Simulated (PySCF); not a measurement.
# CoHOH: quartet, from a bent start

Where does quartet CoHOH go from a bent start, is the end point a minimum, and what are its modes, charges and moments?

Method: PBE0, basis Co def2-TZVP, H def2-TZVP, O def2-TZVP, no relativity, density fitting; program: PySCF 2.14.0.

### Step 1. Where the work starts

4 atoms, charge 0, spin multiplicity 4.

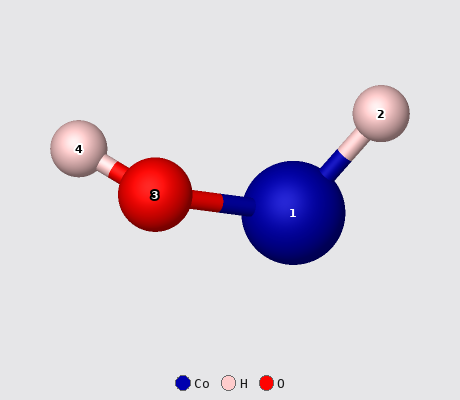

As it starts; cobalt blue, hydrogen pink, oxygen red; atoms are numbered from 1 in the order of the file.

Coordinates in bohr (charge 0 multiplicity 4):
```
Co    0.0000    0.0000    0.0000
H     2.2136    0.0000    1.5500
O    -2.6934    0.0000    1.8859
H    -3.6487    1.3897    2.5549
```

### Step 2. The SCF at the typed geometry

One driver script runs all steps and calls PySCF; scf.py shows how it sets up the SCF of each step. The optimiser is the driver's own. After this first run the driver tries any further starts and a stability analysis.

Input file scf.py:

```python
from pyscf import gto, scf, dft
mol = gto.M(atom='''
Co     0.000000     0.000000     0.000000
H      1.171400     0.000000     0.820200
O     -1.425300     0.000000     0.998000
H     -1.930800     0.735400     1.352000''',
    basis={'Co': 'def2-TZVP', 'H': 'def2-TZVP', 'O': 'def2-TZVP'},
    charge=0, spin=3)
mf = dft.UKS(mol, xc='PBE0')
mf.grids.atom_grid = (50, 194)
aux = {'Co': 'def2-universal-JKFIT', 'H': 'def2-universal-JKFIT', 'O': 'def2-universal-JKFIT'}
mf = mf.density_fit(auxbasis=aux)
mf.conv_tol = 1e-08
mf.diis_space = 10
mf.max_cycle = 60
mf.init_guess = 'minao'
mf.verbose = 4
mf.kernel()
```

Run with:

```sh
OMP_NUM_THREADS=4 python axn.py task.json out
```

Further steps of the session: Bent start, quartet: relaxation; Vibrations and properties at this point.

**Question.** What will these runs give? Wanted: minimum; geometry; wavenumbers; dipole moment; highest occupied, lowest empty level; polar-tensor charge of Co1; zero-point energy; atomisation energy; ⟨S²⟩.

As calculated:

| quantity | value |
| --- | --- |
| minimum | quartet, C1 |
| geometry | Co–H 1.582 Å, Co–O 1.777 Å, O–H 0.957 Å; Co–O–H 127.2°, H–Co–O 170.2° |
| wavenumbers (cm⁻¹) | 171 (a), 426 (a), 598 (a), 702 (a), 1827 (a), 3923 (a) |
| dipole moment | 1.66 D |
| highest occupied, lowest empty level (either spin) | -7.91, -3.07 eV |
| polar-tensor charge of Co1 | +1.04 e |
| zero-point energy | 45.7 kJ/mol |
| entropy at 298.15 K | 269.9 J/(mol K) |
| atomisation energy (no zero-point energy) | 1047 kJ/mol |
| ⟨S²⟩ | 3.764 |

The bent start ends in a minimum without symmetry. The strongest infrared band lies at 598 cm⁻¹ (a). Most of the spin sits on Co1 (Mulliken spin 2.94, against 3 for the whole molecule). Only this shape and spin were tried, so other structures or states may lie lower. One determinant may miss the lowest occupation of an open d or f shell.
